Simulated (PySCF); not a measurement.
## Excited-state calculation, with input and output: CH₆GeO

System: CH₆GeO.
Method: TDDFT PBE0/def2-SVPD, vertical, gas phase, core orbitals frozen in the response (PySCF 2.14.0).

The geometry comes from this level: GFN2-xTB, MD frame at 800 fs, 300 K. It belongs to a series of runs on one base structure; here: MD frame at 800 fs, 300 K.

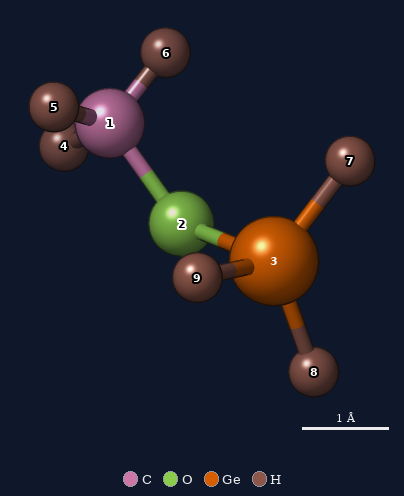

The structure as given in the input (ball-and-stick view, seen at a tilt; atoms are numbered from 1 in the order of the input). Sticks mark near contacts.

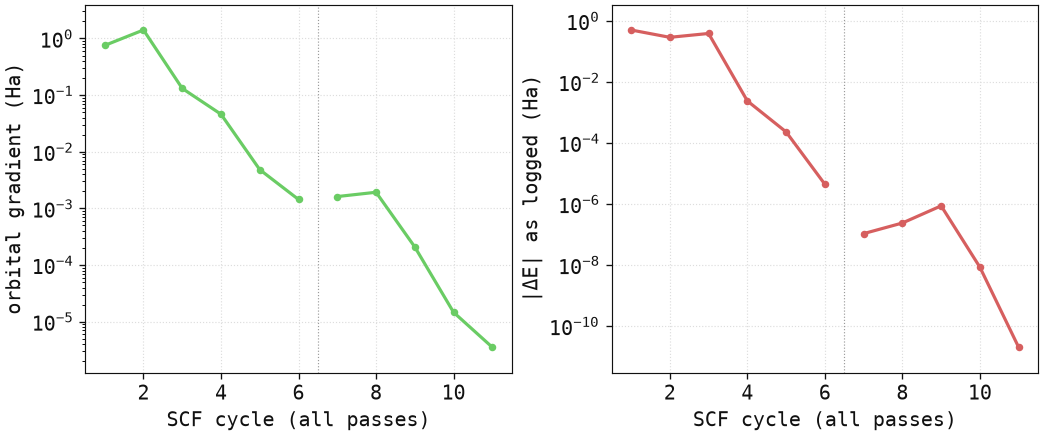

Convergence of the self-consistent field: orbital gradient and size of the energy change against the SCF cycle. The dotted line marks the change from a coarse to the final integration grid. The first 6 cycles use a coarse grid, the final grid takes over at cycle 7, and the field converges after 11 cycles in all.

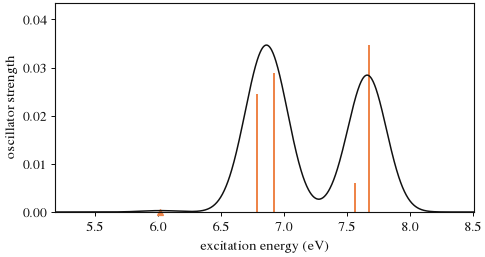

Computed excitations as sticks (degenerate states added up, dark ones marked on the axis), with a Gaussian envelope of 0.35 eV full width at half maximum, scaled to the tallest. Of the 5 states the lowest lies at 6.02 eV (f = 0.000); the strongest line is at 7.67 eV, or 162 nm (f = 0.035).

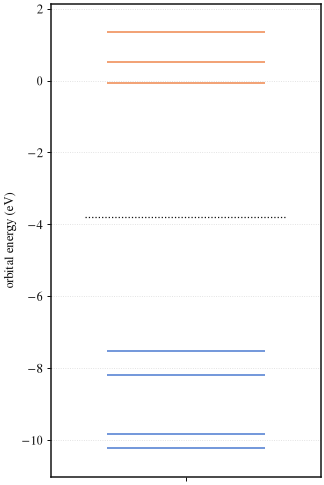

Orbital energies near the frontier; the dotted line parts filled from empty levels, and levels within 0.02 eV of each other stand side by side. Highest filled −7.52 eV, lowest empty −0.07 eV, 7.45 eV apart.

The input that produced these results follows, with the program's output.

Input file
```
{"job": {"kind": "uv", "xc": "PBE0", "basis": "def2-SVPD", "nstates": 5, "ntriplets": 0}, "charge": 0, "multiplicity": 1}
C      0.322900     0.451300     1.094700
O     -0.476700     0.592800    -0.112200
Ge    -1.973900    -0.240500    -0.552400
H      1.057500     1.256100     0.915300
H     -0.286500     0.549700     2.054500
H      0.759500    -0.517800     1.062500
H     -1.640600    -1.681000    -0.433300
H     -2.207900     0.424500    -1.857400
H     -2.987600     0.206500     0.474100
```

The first line tells a small driver script what to run in PySCF; the rest is the geometry in Å.

Launch command:
```bash
OMP_NUM_THREADS=1 python <driver script> task.json out
```

Output
```
coarse grid: 32608 points
cycle   1  E = -2193.0830645984  dE = -5.022e-01  |g| = 7.537e-01  |ddm| = 3.240e+00
cycle   2  E = -2192.7944680845  dE =  2.886e-01  |g| = 1.412e+00  |ddm| = 1.975e+00
cycle   3  E = -2193.1802579686  dE = -3.858e-01  |g| = 1.313e-01  |ddm| = 1.447e+00
cycle   4  E = -2193.1826343313  dE = -2.376e-03  |g| = 4.596e-02  |ddm| = 1.546e-01
cycle   5  E = -2193.1828635718  dE = -2.292e-04  |g| = 4.829e-03  |ddm| = 3.804e-02
cycle   6  E = -2193.1828679888  dE = -4.417e-06  |g| = 1.437e-03  |ddm| = 7.044e-03
final grid: 67688 points
cycle   7  E = -2193.1828421114  dE =  1.064e-07  |g| = 1.618e-03  |ddm| = 4.086e-03
cycle   8  E = -2193.1828418744  dE =  2.370e-07  |g| = 1.927e-03  |ddm| = 3.297e-03
cycle   9  E = -2193.1828427386  dE = -8.641e-07  |g| = 2.083e-04  |ddm| = 1.781e-03
cycle  10  E = -2193.1828427470  dE = -8.431e-09  |g| = 1.464e-05  |ddm| = 1.895e-04
cycle  11  E = -2193.1828427470  dE = -2.001e-11  |g| = 3.531e-06  |ddm| = 1.493e-05
converged SCF energy = -2193.1828427470

Static polarisability (au): isotropic 48.675, principal 44.583 45.892 55.550

Singlet excitations
state   eV       nm        f      main configurations
  1   6.0188    206.0   0.00040   H->L 0.98
  2   6.7863    182.7   0.02454   H-1->L 0.98
  3   6.9233    179.1   0.02895   H->L+1 0.97
  4   7.5661    163.9   0.00608   H->L+2 0.75, H-1->L+1 0.13, H->L+3 0.09
  5   7.6748    161.5   0.03467   H-1->L+1 0.61, H->L+2 0.19, H->L+3 0.14
```

Results in brief

| quantity | value |
| --- | --- |
| outcome | converged |
| total energy | −2193.182843 hartree |
| HOMO | −7.52 eV |
| LUMO | −0.07 eV |
| dipole moment | 1.25 D |
| mean polarisability | 48.68 a.u. |
| lowest excitation | 6.02 eV |
| hardware | 1 CPU thread, shared host |
| wall time | 19 s |
| peak memory | 0.56 GiB |

Notes

Spin–orbit coupling is left out, which matters for the heavy atoms.
